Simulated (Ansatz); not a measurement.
# C$_{2}$H$_{7}$ClOSi: what the fields show

```yaml
atoms:
  - { symbol: O, position_ang: [-0.8979, 1.3229, 1.4685] }
  - { symbol: C, position_ang: [-0.4355, -0.0280, 1.4234] }
  - { symbol: Si, position_ang: [0.9112, -0.3055, 0.1087] }
  - { symbol: C, position_ang: [0.1339, -0.3279, -1.6277] }
  - { symbol: Cl, position_ang: [-0.9544, 1.1109, -1.8753] }
  - { symbol: H, position_ang: [-1.2909, 1.5165, 0.6015] }
  - { symbol: H, position_ang: [-1.2681, -0.7450, 1.2930] }
  - { symbol: H, position_ang: [-0.0143, -0.2336, 2.4159] }
  - { symbol: H, position_ang: [1.5743, -1.6363, 0.2722] }
  - { symbol: H, position_ang: [1.9286, 0.7762, 0.1668] }
  - { symbol: H, position_ang: [-0.4903, -1.2139, -1.7858] }
  - { symbol: H, position_ang: [0.8804, -0.2914, -2.4272] }
```

These are results of Ansatz, RKS r2SCAN-D4/6-31G*, not measurements.

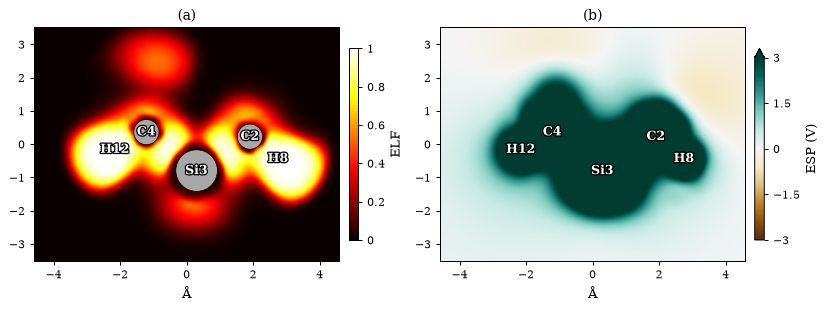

Figure 1. (a) ELF; (b) molecular electrostatic potential on the plane of atoms C2, Si3 and C4. Grey discs cover the atomic cores in the ELF map.

> Describe what can be read from this map.

- The section cuts through C, Si and H sites.
- C–Si (1.90 Å): the ELF peaks at about 0.95 between the atoms (a covalent bond).
- C–H (1.09 Å): the ELF climbs to about 1 towards the hydrogen, as it does in any bond to H: an ordinary covalent bond to hydrogen.
- Outside the dense part of the molecule the potential is most negative (−0.6 V) near C2.

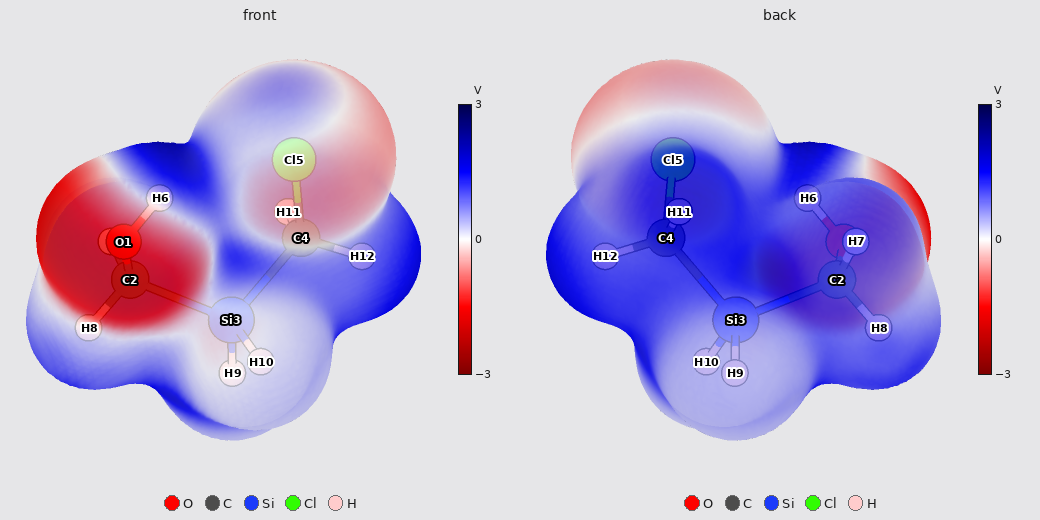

Figure 2. The molecular electrostatic potential painted on the density surface at 0.004 e/bohr³, seen from the front and from behind; the colour scale runs from red (negative) to blue (positive).

> Where is the surface potential most negative and most positive?

The most negative region (about −1.9 V) lies over O1, the most positive (about +2.0 V) over H6. Cl5 shows a σ-hole: about +0.7 V at the tip opposite its bond, against about −0.1 V on its flanks. O1 is the likeliest acceptor of a hydrogen bond.

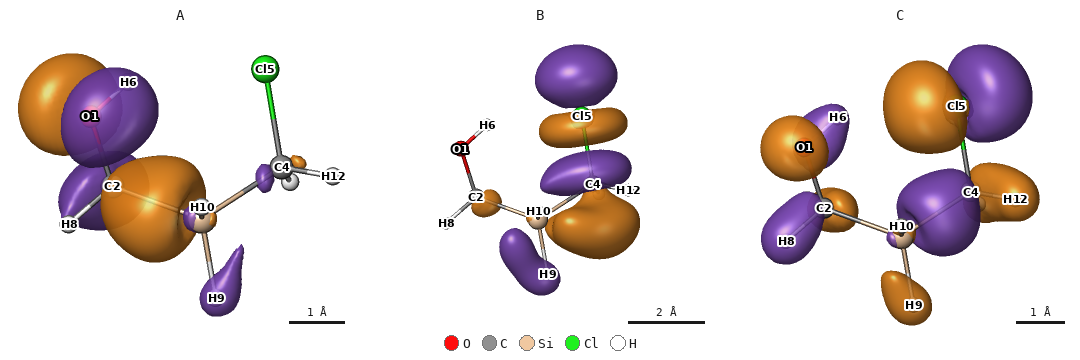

Figure 3. Three frontier orbitals at ±0.1 Å⁻³ᐟ² (orange and purple are the two phases), in no order.

> Which picture is the HOMO−1, the HOMO and the LUMO?

C is the HOMO−1 (−7.19 eV). It lies mainly on Cl5 (about 50 %), C4 (about 15 %), O1 (about 10 %) and Si3 (about 10 %). A is the HOMO (−5.93 eV). By Hirshfeld shares it lies mainly on O1 (about 60 %), C2 (about 15 %) and Si3 (about 10 %). B is the LUMO (−0.73 eV). By Hirshfeld shares it lies mainly on Cl5 (about 40 %), C4 (about 30 %) and Si3 (about 15 %).

> What is the HOMO–LUMO gap?

5.20 eV between the orbital energies.
